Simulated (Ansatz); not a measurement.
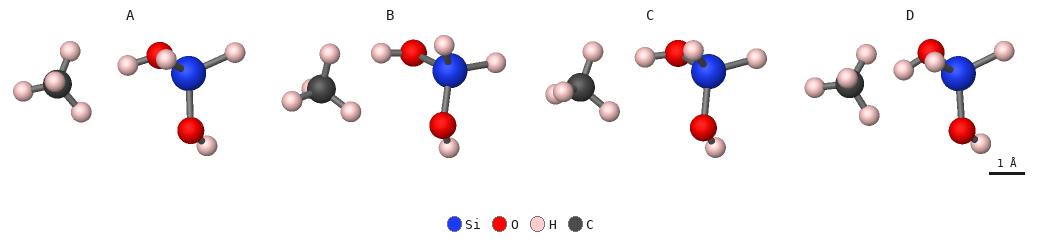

4 geometries from one relaxation of CH8O2Si, in shuffled order. The picture is a ball-and-stick view, seen at a tilt.

The run prepares an end point of a later path (reaction) calculation, from a guessed geometry.

Computed with UKS r2SCAN/6-31G* (Ansatz). Settings: collinear spin; force threshold 0.03 eV/Å; at most 50 steps.

**Order the frames from highest to lowest energy.**

D, A, C, B. They are steps 0, 4, 13, 25, at +22.8 kJ/mol, +3.48 kJ/mol, +1.82 kJ/mol relative to the last. An H atom moves most after the best rigid fit: 1.32 Å. By element the largest moves are H 1.32 Å, Si 0.39 Å, O 0.29 Å, C 0.28 Å. Near-neighbour distances that change, for instance: O–Si 1.722 → 1.657 Å, C–H 1.082 → 1.096 Å, H–Si 1.473 → 1.485 Å. Bond angles that change, for instance: Si–O–H 112.3° → 114.9°. Groups turn about O–Si by about 20°. Over 22 accepted moves (25 points after the start) the energy falls by 22.8 kJ/mol. The largest force component goes from 1.2 to 0.014 eV/Å. The line search rejected the trial steps at points 8, 17, 19 of the run.
